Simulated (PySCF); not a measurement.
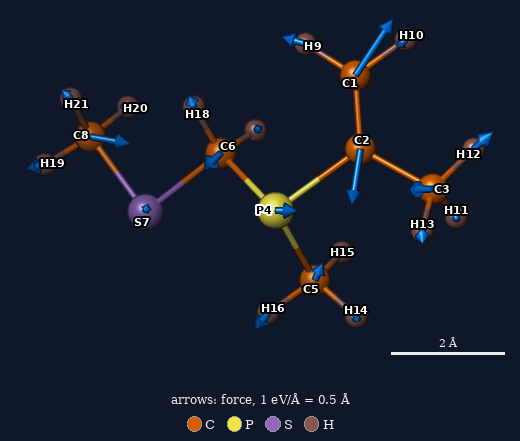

Starting geometry of C₆H₁₃PS with the computed forces as blue arrows. A ball-and-stick model, seen from a free direction.

The start comes from GFN2-xTB. Its atoms were then displaced at random by about 0.01 Å.

Computed with PBE0-D3(BJ)/def2-SVP geometry optimisation, gas phase in PySCF. 

Is this structure relaxed? If not, where do the atoms go?

It isn't relaxed: the largest force vector, on a C atom, is 2.44 eV/Å. The final displacements have little in common with the starting forces (cosine between the two patterns 0.06). After 9 geometry steps the energy has fallen by 0.189 eV. The largest move after the best rigid fit is that of the S atom, 0.43 Å. By element the largest moves are S 0.43 Å, H 0.41 Å, C 0.25 Å, P 0.13 Å. Near-neighbour distances that change, for instance: C–C 1.309 → 1.340 Å, C–H 1.072 → 1.100 Å, C–S 1.837 → 1.811 Å, C–P 1.863 → 1.838 Å. Among the angles between lasting bonds that change: S–C–H 107.7° → 111.5°, C–C–H 126.2° → 123.0°, H–C–H 113.4° → 116.4°. Groups turn about C–S by about 20°.
